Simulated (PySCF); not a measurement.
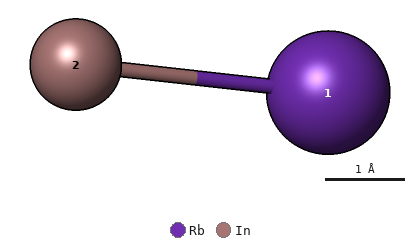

Fig. 1: The structure as given in the input (ball-and-stick view, seen at a tilt; atoms are numbered from 1 in the order of the input). Sticks mark near contacts. Bond lengths as drawn: In–Rb 3.45 Å.

Single-point calculation, with input and output: InRb

InRb, computed with UHF/def2-svpd, mp2 (PySCF 2.14.0).

Some settings of this run were made unusual or wrong on purpose.

What the program printed:
```
PySCF version 2.14.0

[INPUT] verbose = 4
[INPUT] num. atoms = 2
[INPUT] num. electrons = 30
[INPUT] charge = 0
[INPUT] spin (= nelec alpha-beta = 2S) = 0
[INPUT] symmetry False subgroup None
[INPUT] Mole.unit = angstrom
[INPUT] Symbol           X                Y                Z      unit          X                Y                Z       unit  Magmom
[INPUT]  1 Rb     0.000000000000   0.000000000000   0.000000000000 AA    0.000000000000   0.000000000000   0.000000000000 Bohr   0.0
[INPUT]  2 In     0.000000000000   0.000000000000   3.450000000000 AA    0.000000000000   0.000000000000   6.519555129749 Bohr   0.0

nuclear repulsion = 28.989708076487
number of shells = 23
number of NR pGTOs = 105
number of NR cGTOs = 59
basis = def2-svpd
ecp = {'Rb': 'def2-svpd', 'In': 'def2-svpd'}

******** <class 'pyscf.scf.uhf.UHF'> ********
method = UHF
initial guess = core
damping factor = 0
level_shift factor = 0
DIIS = <class 'pyscf.scf.diis.CDIIS'>
diis_start_cycle = 1
diis_space = 8
diis_damp = 0
SCF conv_tol = 1e-09
SCF conv_tol_grad = None
SCF max_cycles = 50
direct_scf = True
direct_scf_tol = 1e-13
number electrons alpha = 15  beta = 15
Set gradient conv threshold to 3.16228e-05
init E= -188.552441950681
  alpha nocc = 15  HOMO = -0.539958449656528  LUMO = -0.519122955679803
  beta  nocc = 15  HOMO = -0.541766304661556  LUMO = -0.519122955679803
  HOMO = -0.539958449657  LUMO = -0.51912295568  gap/eV = 0.56696
cycle= 1 E= -212.522431118342  delta_E=  -24  |g|= 0.901  |ddm|= 8.53
  alpha nocc = 15  HOMO = -0.0299570169237766  LUMO = 0.00375832079071884
  beta  nocc = 15  HOMO = -0.0300914722891878  LUMO = 0.00375832079071884
  HOMO = -0.0299570169238  LUMO = 0.00375832079072  gap/eV = 0.91744
cycle= 2 E= -212.780333704388  delta_E= -0.258  |g|= 0.48  |ddm|= 3.05
  alpha nocc = 15  HOMO = -0.135084353991815  LUMO = -0.0352948747602376
  beta  nocc = 15  HOMO = -0.135556226526636  LUMO = -0.0352948747602376
  HOMO = -0.135084353992  LUMO = -0.0352948747602  gap/eV = 2.71541
cycle= 3 E= -212.97430688108  delta_E= -0.194  |g|= 0.0957  |ddm|= 1.29
  alpha nocc = 15  HOMO = -0.130467032624422  LUMO = -0.00235306745145891
  beta  nocc = 15  HOMO = -0.130632849747461  LUMO = -0.00235306745145891
  HOMO = -0.130467032624  LUMO = -0.00235306745146  gap/eV = 3.48616
cycle= 4 E= -212.986598912943  delta_E= -0.0123  |g|= 0.0172  |ddm|= 0.407
  alpha nocc = 15  HOMO = -0.140183358648802  LUMO = 0.00389676868382795
  beta  nocc = 15  HOMO = -0.14025328215731  LUMO = 0.00389676868382795
  HOMO = -0.140183358649  LUMO = 0.00389676868383  gap/eV = 3.92062
cycle= 5 E= -212.987644486318  delta_E= -0.00105  |g|= 0.00551  |ddm|= 0.172
  alpha nocc = 15  HOMO = -0.140368713941402  LUMO = 0.004309081556949
  beta  nocc = 15  HOMO = -0.140410499291403  LUMO = 0.004309081556949
  HOMO = -0.140368713941  LUMO = 0.00430908155695  gap/eV = 3.93688
cycle= 6 E= -212.987807662681  delta_E= -0.000163  |g|= 0.00153  |ddm|= 0.0728
  alpha nocc = 15  HOMO = -0.139976197212566  LUMO = 0.00436630335867855
  beta  nocc = 15  HOMO = -0.140009403583536  LUMO = 0.00436630335867855
  HOMO = -0.139976197213  LUMO = 0.00436630335868  gap/eV = 3.92776
cycle= 7 E= -212.987819196401  delta_E= -1.15e-05  |g|= 0.000439  |ddm|= 0.0158
  alpha nocc = 15  HOMO = -0.139838432201149  LUMO = 0.00440238395706235
  beta  nocc = 15  HOMO = -0.139869718931288  LUMO = 0.00440238395706235
  HOMO = -0.139838432201  LUMO = 0.00440238395706  gap/eV = 3.92499
cycle= 8 E= -212.987820264429  delta_E= -1.07e-06  |g|= 0.000112  |ddm|= 0.00448
  alpha nocc = 15  HOMO = -0.13983528115537  LUMO = 0.00439455915988915
  beta  nocc = 15  HOMO = -0.139869552294543  LUMO = 0.00439455915988915
  HOMO = -0.139835281155  LUMO = 0.00439455915989  gap/eV = 3.92469
cycle= 9 E= -212.987820364617  delta_E= -1e-07  |g|= 4.17e-05  |ddm|= 0.00185
  alpha nocc = 15  HOMO = -0.139837976641592  LUMO = 0.0043964073889659
  beta  nocc = 15  HOMO = -0.139879255101822  LUMO = 0.0043964073889659
  HOMO = -0.139837976642  LUMO = 0.00439640738897  gap/eV = 3.92482
cycle= 10 E= -212.987820383528  delta_E= -1.89e-08  |g|= 2.1e-05  |ddm|= 0.00092
  alpha nocc = 15  HOMO = -0.139834603436501  LUMO = 0.00439699191225898
  beta  nocc = 15  HOMO = -0.139886020227558  LUMO = 0.00439699191225898
  HOMO = -0.139834603437  LUMO = 0.00439699191226  gap/eV = 3.92474
cycle= 11 E= -212.987820388398  delta_E= -4.87e-09  |g|= 2e-05  |ddm|= 0.000266
  alpha nocc = 15  HOMO = -0.139835018387287  LUMO = 0.00439688333547435
  beta  nocc = 15  HOMO = -0.139886472929454  LUMO = 0.00439688333547435
  HOMO = -0.139835018387  LUMO = 0.00439688333547  gap/eV = 3.92475
cycle= 12 E= -212.987820388341  delta_E= 5.72e-11  |g|= 2.01e-05  |ddm|= 1.52e-05
  alpha nocc = 15  HOMO = -0.1398311724106  LUMO = 0.00439734455624952
  beta  nocc = 15  HOMO = -0.139892145783079  LUMO = 0.00439734455624952
  HOMO = -0.139831172411  LUMO = 0.00439734455625  gap/eV = 3.92466
```

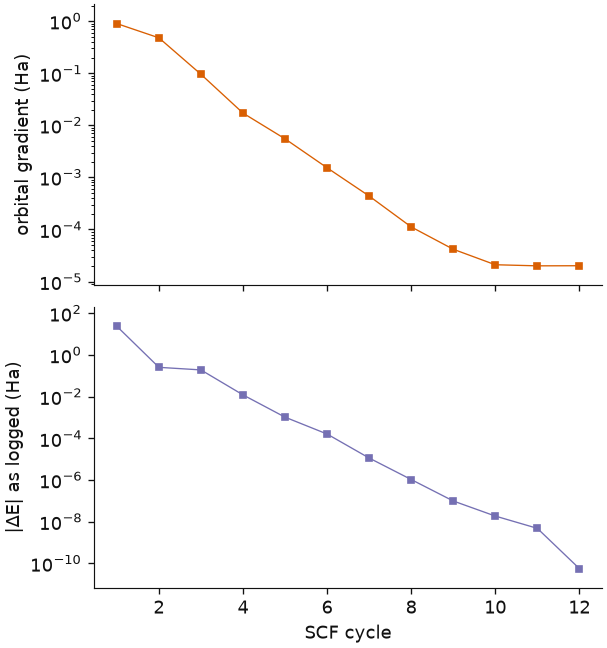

Fig. 2: Convergence of the self-consistent field: orbital gradient and size of the energy change against the SCF cycle. The residual falls almost steadily, with no more than small rises.

```
Extra cycle  E= -212.987820392441  delta_E= -4.1e-09  |g|= 2.33e-05  |ddm|= 0.000164
converged SCF energy = -212.987820392441  <S^2> = 7.7689105e-07  2S+1 = 1.0000016

******** <class 'pyscf.mp.ump2.UMP2'> ********
nocc = (np.int64(11), np.int64(11)), nmo = (55, 55)
frozen orbitals 4
E(UMP2) = -213.118175455043  E_corr = -0.130355062602565
E(SCS-UMP2) = -213.115699537497  E_corr = -0.127879145056556
E_corr(same-spin) = -0.0329387654613725
E_corr(oppo-spin) = -0.0974162971411929
Dipole moment(X, Y, Z, Debye):  0.00000, -0.00000, -5.74616
orbital energies (hartree): [array([-0.7957, -0.3801, -0.1398,  0.0044,  0.0058,  0.0058]), array([-0.7957, -0.3801, -0.1399,  0.0044,  0.0058,  0.0058])]
```

This output came from the following input.

Input:
```python
from pyscf import gto, scf, mp

mol = gto.M(
    atom='Rb 0 0 0; In 0 0 3.45',
    basis='def2-svpd',
    ecp={'Rb': 'def2-svpd', 'In': 'def2-svpd'},
    charge=0,
    spin=0,
    verbose=4,
)
mf = scf.UHF(mol)
mf.init_guess = 'core'
mf.kernel()
mp.MP2(mf, frozen=4).kernel()
mf.dip_moment()
print('orbital energies (hartree):', [e[max(0, n-3):n+3].round(4) for e, n in zip(mf.mo_energy, mol.nelec)])
```

Launch command:
```bash
OMP_NUM_THREADS=1 python input.py
```

What the run reported:

```json
{"quantity": "outcome", "value": "converged"}
{"quantity": "SCF energy", "value": "−212.987820 hartree"}
{"quantity": "dipole moment", "value": "5.75 D"}
{"quantity": "hardware", "value": "1 CPU thread, shared host"}
{"quantity": "wall time", "value": "0.9 s"}
```

Some settings of this run were drawn to be unusual or wrong. It converged; results that depend on the unusual settings are not reference values.
